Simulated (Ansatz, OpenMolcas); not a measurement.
P2H2 (phosphanylidenephosphane): the energy, rung by rung

The species is P2H2 (4 atoms), meant as a singlet with charge 0. As SMILES, `[H]/P=P/[H]`. The shape is that of a GFN2-xTB optimisation.

```xyz
4

P    -0.0244   -1.0036    0.0883
P     0.0244    1.0035   -0.0883
H     1.0373   -1.0676    1.0033
H    -1.0373    1.0677   -1.0034
```

Quantity: the energy change with the P2–H4 bond stretched from 1.403 to 2.105 Å, in eV. The values are calculated.

```
                      level                    kind     program  value (eV)  less FCI/STO-3G
     HF/STO-3G (restricted)            Hartree–Fock      Ansatz        3.64            +1.31
 revPBE/STO-3G (restricted)                     GGA      Ansatz        2.33             0.00
 r2SCAN/STO-3G (restricted)                meta-GGA      Ansatz        2.58            +0.25
  B3LYP/STO-3G (restricted)           global hybrid      Ansatz        2.61            +0.28
r2SCAN0/STO-3G (restricted)         hybrid meta-GGA      Ansatz        2.90            +0.57
wB97M-V/STO-3G (restricted)  range-separated hybrid      Ansatz        2.89            +0.56
RPA@PBE/STO-3G (restricted)                     RPA      Ansatz        2.39            +0.06
    MP2/STO-3G (restricted)     perturbation theory      Ansatz        2.83            +0.50
   CISD/STO-3G (restricted)   coupled cluster or CI  OpenMolcas        2.67            +0.34
                 FCI/STO-3G      exact in the basis  OpenMolcas        2.33             0.00
```

FCI/STO-3G is exact within its basis and frozen core, so for wave-function methods in that basis the difference is their error; functionals converge differently with the basis, so for them it is only a difference. A spin-restricted reference rises too steeply as a bond breaks; here HF/STO-3G, r2SCAN0/STO-3G, wB97M-V/STO-3G, MP2/STO-3G lie well above the multireference or unrestricted value. The first shape isn't each level's own minimum. The values span 2.33 to 3.64 eV. All rows use very small basis sets, so none should be taken for the real molecule's value.

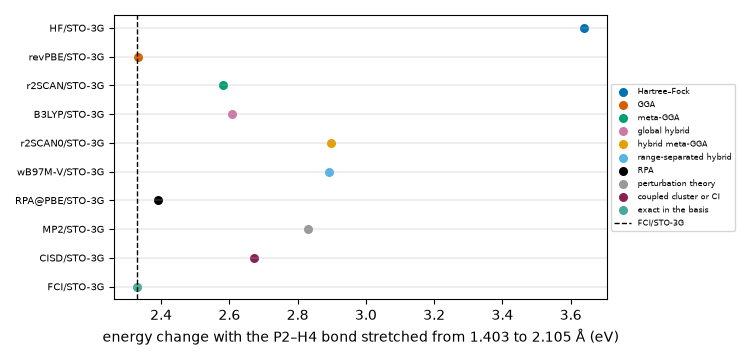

The values of the table, level by level.
